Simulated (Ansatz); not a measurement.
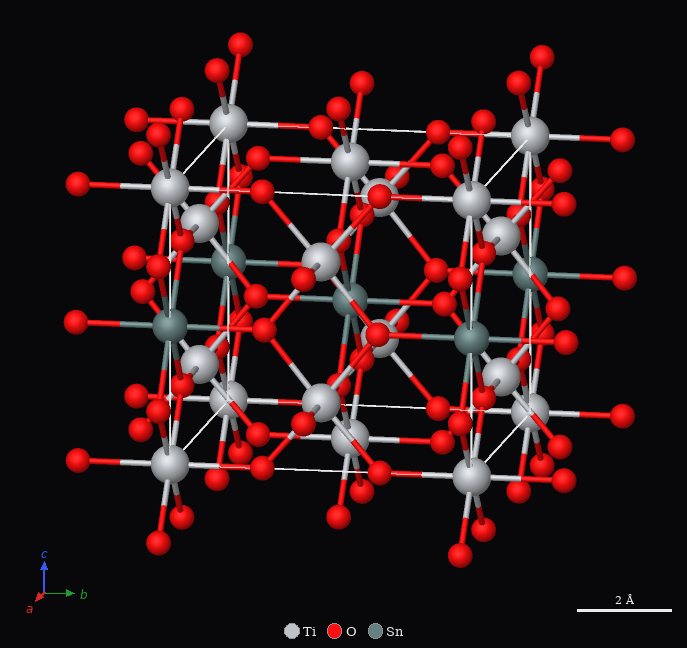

Ball-and-stick model, viewed slightly off an axis. The conventional unit cell is drawn as a box. A few atoms beyond the faces are included.

Ti₃SnO₈, space group Cmmm (No. 65), a = 6.559 Å, b = 6.560 Å, c = 6.039 Å, α = 90.00°, β = 90.00°, γ = 90.00°. The initial geometry was a structure type filled with these elements by a generator (whether the compound takes this form wasn't checked). Earlier steps of the study may have refined or changed the cell and positions. It was run through Ansatz as a DFT input.

This one geometry was computed with Ansatz (DFT, plane waves, PAW) at five levels of theory: PBE with spin-orbit coupling, PBE, HSE06, r2SCAN and PBE0. It was relaxed beforehand with r2SCAN.

Which level gives the highest pressure at this volume, and what does that say about its equilibrium volume?

Highest: PBE with spin-orbit coupling (6.0 GPa) and PBE (6.0 GPa), which points to the largest equilibrium volume. Lowest, with the smallest volume: HSE06 (-2.5 GPa) and PBE0 (-2.6 GPa). Levels within 0.5 GPa of each other can't be told apart.

How does the band gap change with the level of theory?

PBE: a gap of 1.76 eV, direct; PBE with spin-orbit coupling: a gap of 1.77 eV, direct; r2SCAN: a gap of 2.18 eV, direct; HSE06: a gap of 3.36 eV, direct; PBE0: a gap of 4.12 eV, direct.

Collect the results in a table.

| level | cutoff (eV) | k-mesh of the run's cell | gap (eV) | pressure (GPa) |
| --- | --- | --- | --- | --- |
| PBE with spin-orbit coupling | 420 | 6×6×4 | 1.77 | 6.0 |
| PBE | 420 | 6×6×4 | 1.76 | 6.0 |
| HSE06 | 420 | 4×4×4 | 3.36 | -2.5 |
| r2SCAN | 500 | 6×6×4 | 2.18 | 0.0 |
| PBE0 | 420 | 4×4×4 | 4.12 | -2.6 |

Gaps are taken on the k-mesh or band path of each run.
